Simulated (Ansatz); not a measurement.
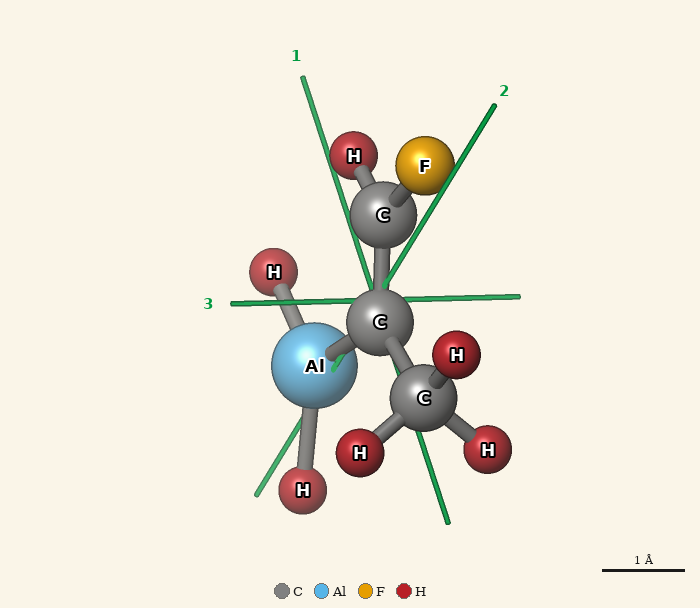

The three principal axes of inertia are drawn and numbered. Distant atoms are faded towards the background colour. The geometry was computed by an optimisation with PBE0-D4/def2-TZVP. No frequency run is at hand to confirm it as a minimum. Masses are those of the most abundant isotopes; constants are for the rigid equilibrium geometry.

Which line is the a axis (least moment of inertia), which b and which c?

a is line 2, b is line 1, c is line 3; the moments are 73.5, 213, 283 u Å².

What kind of rotor is it, and what are its rotational constants in GHz?

An asymmetric top (Cs): A = 6.88, B = 2.38, C = 1.78 GHz. Ray's parameter κ is −0.77, nearer the prolate limit.
